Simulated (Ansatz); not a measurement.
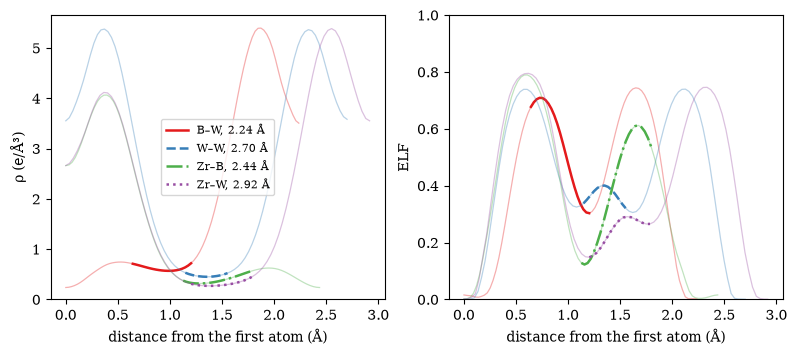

Zr2BW5. Valence electron density and ELF along straight lines between neighbouring atoms. Thin, pale parts lie inside the atomic spheres.

Space group I4/mmm; a generated structure, not necessarily the stable one; computed pressure about −2 GPa in this cell; computed without spin polarisation.

Level of theory: Ansatz, DFT r2SCAN, scalar-relativistic, plane waves, PAW.

Core electrons are frozen (PAW), and the valence fields are smoothed inside the atomic spheres.

**What can be read from the curves?**

B–W (2.24 Å): the density is about 0.61 e/Å³ at the midpoint; the ELF peaks at about 0.70 in the valence shell of B, 0.7 Å from its nucleus, and is about 0.35 at the midpoint.
W–W (2.70 Å): the density is about 0.45 e/Å³ at the midpoint; the ELF is about 0.40 at the midpoint.
Zr–B (2.44 Å): the density is about 0.33 e/Å³ at the midpoint; the ELF peaks at about 0.60 in the valence shell of B, 0.8 Å from its nucleus, and is about 0.15 at the midpoint.
Zr–W (2.92 Å): ρ is about 0.28 e/Å³ halfway; the ELF is about 0.25 at the midpoint (no localised pair shows between them).
